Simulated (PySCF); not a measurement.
SMILES [SiH3]O[SiH2][Si](Cl)(Cl)Cl at its GFN2-xTB optimised geometry (Å):

```
12

Si     2.6671    -0.3455    -0.0254
O      1.0931    -0.7745     0.0000
Si    -0.5168    -0.7745     0.0000
Si    -1.2490     1.4234     0.0000
Cl    -3.2706     1.4941    -0.2574
Cl    -0.8680     2.4208     1.7331
Cl    -0.4489     2.5727    -1.4780
H      3.1660    -0.7741    -1.3289
H      3.2706    -1.0705     1.0879
H      2.7204     1.1042     0.1485
H     -0.9218    -1.4917     1.2099
H     -0.9266    -1.4941    -1.2070
```

Calculation: PBE0/def2-TZVP (PySCF).

Map of the HOMO−1 amplitude (bohr^(-3/2)) on the plane z = 1.0 Å; orbital energy -8.92 eV, overall sign arbitrary:

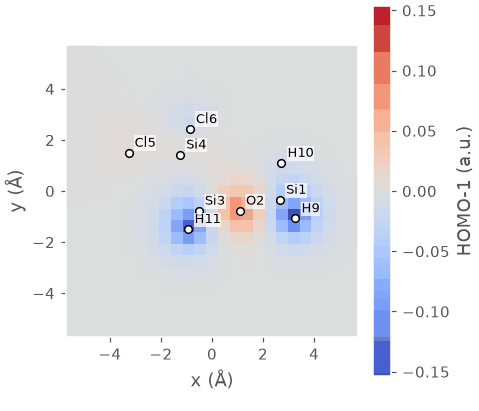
Figure. HOMO−1 amplitude (bohr^(-3/2)) on the plane z = 1.0 Å.
